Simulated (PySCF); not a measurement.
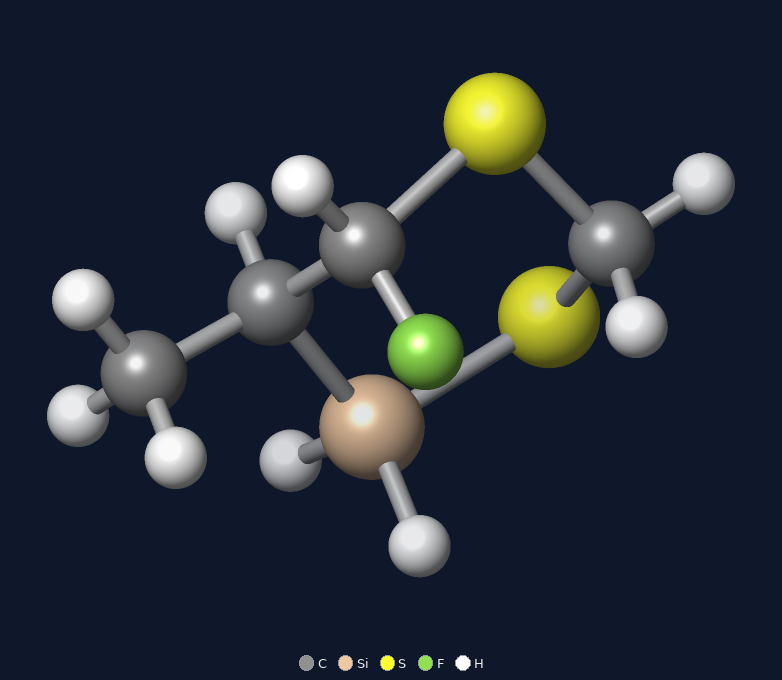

The geometry was computed by an optimisation with GFN2-xTB. No frequency run is at hand to confirm it as a minimum. Method: PBE0/pcSseg-1, gas phase (PySCF 2.14.0).

What does the calculation give?

The species is C₄H₉FS₂Si (`C[C@@H]1[SiH2]SCS[C@@H]1F`).
- dipole moment: 1.98 D
- HOMO energy (Kohn–Sham orbital): −6.67 eV
- LUMO energy (Kohn–Sham orbital): 0.14 eV
- HOMO–LUMO gap: 6.82 eV

The geometry is semi-empirical. Around Si such bond lengths and angles can be off by a tenth of an ångström or more and by several degrees, and values that hang on the shape move with them.
